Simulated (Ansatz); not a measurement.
**Si2H8: frequency calculation**

- system: Si2H8
- method: RKS B3LYP-D4/def2-SVP (Ansatz 0.2.0)

It belongs to a series of runs on one base structure; here: vibrations at the highest image of the band. Figures and captions count atoms from 1; the log counts them from 0 in places.

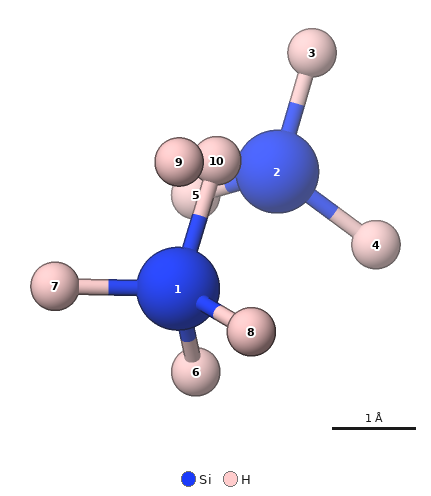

Figure 1. The structure as given in the input (ball-and-stick view, seen at an oblique angle; atoms are numbered from 1 in the order of the input).

### Key numbers

| quantity | value |
| --- | --- |
| outcome | converged |
| total energy | −15877.9833 eV |
| mean-field energy | −15877.7052 eV |
| largest force (length of the vector) | 0.026 eV/Å |
| hardware | 1 thread of Intel Xeon (Granite Rapids), 32 GiB of memory available, shared host |
| wall time | 49 s |
| peak memory | 0.15 GiB |

### Input
```yaml
crystal:
  periodic: [false, false, false]
  atoms:
    - { symbol: Si, position_ang: [-0.289272, 0.035968, -0.02187] }
    - { symbol: Si, position_ang: [-0.091977, -0.012098, 2.670331] }
    - { symbol: H, position_ang: [-1.137506, -0.188801, 3.728115] }
    - { symbol: H, position_ang: [0.90384, -1.118667, 2.754461] }
    - { symbol: H, position_ang: [0.586308, 1.304251, 2.844662] }
    - { symbol: H, position_ang: [1.203293, 0.215936, 0.266251] }
    - { symbol: H, position_ang: [-0.642925, 1.308473, -0.717974] }
    - { symbol: H, position_ang: [-0.341841, -1.287087, -0.70801] }
    - { symbol: H, position_ang: [-1.997804, -0.156556, 0.296666] }
    - { symbol: H, position_ang: [-1.324918, -0.101418, 1.230772] }
basis:
  gaussian: { orbitals: def2-SVP }
hamiltonian:
  xc: b3lyp
  dispersion: d4
phonons: {}
```

Run as:
```bash
ansatz run input.yaml --threads 1 --pin off --max-ram 2048MiB --backend cpu --events-out ev --progress --plain --runs-dir out
```

### The program's output
```
Engine: ansatz 0.2.0, x86_64-unknown-linux-gnu
Functional definition: B3LYP
  parameter a0 = 0.2
  parameter ax = 0.72
  parameter ac = 0.81
  exchange = (1 - a0 - ax)*slater_x + ax*b88_x + a0*exact_x
  correlation = (1 - ac)*vwn_rpa_c + ac*lyp_c
794 factors; integrals over basis functions are off by at most 3.9e-4 eV
mean field evaluation 1: about -15877.2124 eV, gradient 1.1e1 eV
mean field evaluation 2: about -15877.6532 eV, gradient 3.5e0 eV
mean field evaluation 4: about -15877.7047 eV, gradient 2.7e-1 eV
mean field evaluation 8: about -15877.7049 eV, gradient 1.7e-2 eV
mean field -15877.70492244 eV, -583.4948936048 hartree, gradient 2.5e-5 eV, S^2 0.000000; 0 other end points of the search recorded, 0 dependent functions left out
the calculation of the forces begins
reference -15877.70519508 eV, -583.4949036241 hartree; 18, 18 occupied and 58, 58 virtual orbitals, 794 factors
these checks for a lower state are left out or cut short: stability, starts, cluster_reference, orbital_swaps, neighbouring_geometries, increment
794 factors; integrals over basis functions are off by at most 3.9e-4 eV
mean field evaluation 16: about -15877.7046 eV, gradient 1.1e-1 eV
mean field -15877.70463435 eV, -583.4948830174 hartree, gradient 1.7e-6 eV, S^2 0.000000; 0 other end points of the search recorded, 0 dependent functions left out
[... from here on the field's lines of each further geometry are left out, up to the last ...]
the calculation of the forces begins
reference -15877.70514036 eV, -583.4949016133 hartree; 18, 18 occupied and 58, 58 virtual orbitals, 794 factors
these checks for a lower state are left out or cut short: stability, starts, cluster_reference, orbital_swaps, neighbouring_geometries, increment
794 factors; integrals over basis functions are off by at most 3.9e-4 eV
mean field evaluation 320: about -15877.7049 eV, gradient 7.4e-2 eV
mean field -15877.70495448 eV, -583.4948947821 hartree, gradient 1.3e-6 eV, S^2 0.000000; 0 other end points of the search recorded, 0 dependent functions left out
the calculation of the forces begins
reference -15877.70522712 eV, -583.4949048014 hartree; 18, 18 occupied and 58, 58 virtual orbitals, 794 factors
WARN: phonons: modes at or below zero, which the zero-point energy, F, S and C_V leave out: 1, the lowest at -1679.45 cm⁻¹. A minimum has none, and a first-order saddle one
Total energy: -15877.98332133 eV, -583.5051245751 hartree
Atom 0 at    -0.289272     0.035968    -0.021870 Å, force    -0.010258     0.000273     0.018388 eV/Å
Atom 1 at    -0.091977    -0.012098     2.670331 Å, force     0.011097    -0.002554    -0.003246 eV/Å
Atom 2 at    -1.137506    -0.188801     3.728115 Å, force    -0.007255     0.002654     0.000176 eV/Å
Atom 3 at     0.903840    -1.118667     2.754461 Å, force    -0.000221     0.001120     0.000186 eV/Å
Atom 4 at     0.586308     1.304251     2.844662 Å, force     0.001488    -0.000162    -0.000942 eV/Å
Atom 5 at     1.203293     0.215936     0.266251 Å, force    -0.016980    -0.000577    -0.001021 eV/Å
Atom 6 at    -0.642925     1.308473    -0.717974 Å, force     0.004231    -0.001112     0.002995 eV/Å
Atom 7 at    -0.341841    -1.287087    -0.708010 Å, force     0.006153    -0.001564    -0.004106 eV/Å
Atom 8 at    -1.997804    -0.156556     0.296666 Å, force     0.009452     0.001146     0.013327 eV/Å
Atom 9 at    -1.324918    -0.101418     1.230772 Å, force     0.002293     0.000776    -0.025757 eV/Å
Dipole moment:    -0.030028    -0.004133     0.036586 e Å
Vibrations: -1679.45 113.78 210.63 234.00 387.25 393.43 676.15 747.81 819.69 922.42 929.33 940.85 998.61 1089.36 1096.56 1137.57 1431.36 1839.06 1975.23 2183.65 2192.13 2220.78 2224.20 2234.38 cm⁻¹, zero-point energy 1.673676 eV
```

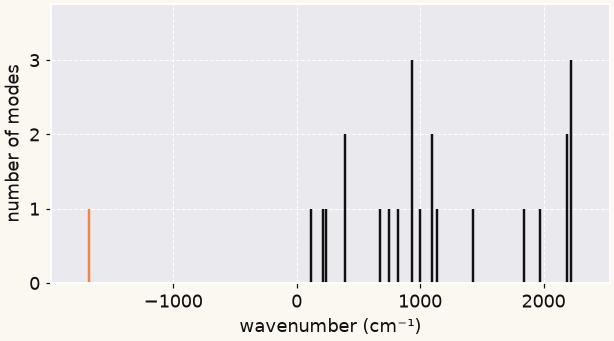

Figure 2. Harmonic vibrational wavenumbers from the force constants; neighbouring modes closer than 18 cm⁻¹ are counted in one stick, and imaginary ones are drawn at negative wavenumbers. 24 modes from 1679i to 2234 cm⁻¹, 1 imaginary beyond 8i (1679i cm⁻¹): a first-order saddle point, if the geometry is stationary.
